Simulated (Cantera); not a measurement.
Charge: 1 mol Al2O3, 0.011 mol HCl, at 0.133 bar.

Equilibrium computed with Cantera from the NASA thermochemical tables; the gas is ideal and each condensed phase is pure. Candidate condensed phases: Al, AlCl3, Al2O3, H2O; 29 gas species. Condensed phases not in the tables: AlOCl. Kinetics and transport are ignored.

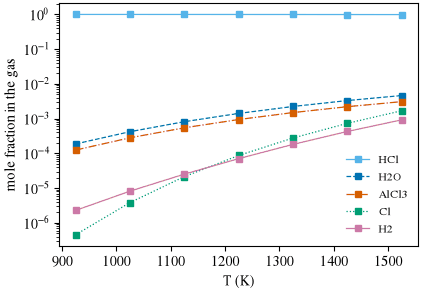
Figure: Equilibrium gas composition (values under 1e-9 drawn at 1e-9)

From 925 K to 1525 K the condensed part is Al2O3(s). The main Al-bearing gas is AlCl3 throughout.
